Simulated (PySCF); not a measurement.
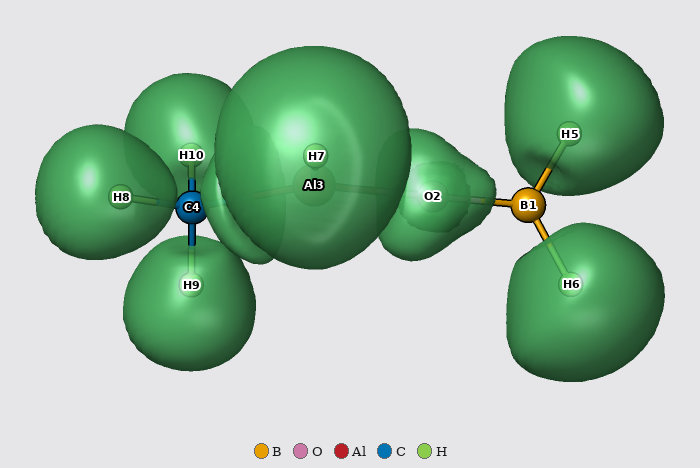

*CH₆AlBO. Isosurface of the electron localisation function at 0.8 (green), seen from one side. Only the valence region is drawn (cores and ρ < 0.01 e/Å³ removed).*

Geometry: GFN2-xTB.

Theory: CAM-B3LYP/def2-SVPD, SCF density, gas phase in PySCF 2.14.0.

Input

```
{"job": {"kind": "uv", "xc": "CAM-B3LYP", "basis": "def2-SVPD", "nstates": 8, "ntriplets": 3}, "charge": 0, "multiplicity": 1}
B     -2.398356    -0.119432    -0.267397
O     -1.176808     0.134571     0.193505
Al     0.342900     0.459003     0.805667
C      1.962335     0.443644    -0.344595
H     -2.791666    -1.230991    -0.297984
H     -3.074815     0.768417    -0.648521
H      0.272075     0.750149     2.307394
H      2.874291     0.672830     0.210876
H      1.887746     1.172867    -1.159260
H      2.111181    -0.531349    -0.822213
```

Launched as:

```sh
OMP_NUM_THREADS=1 python probes_run.py task.json out
```

**Identify the bonds, lone pairs and shells in this picture.**

The surface consists of one region between bonded Al–C atoms (shared pairs), six regions around hydrogen nuclei and one region on O in which the atom's valence shell and bonds are merged. Profiles from the grid: B–O (1.33 Å): the ELF peaks at about 0.90 between the atoms, as expected for a polar covalent bond. Al–O (1.67 Å): the ELF peaks at about 0.85 in the valence shell of O, 0.6 Å from its nucleus, and is about 0.35 at the midpoint.
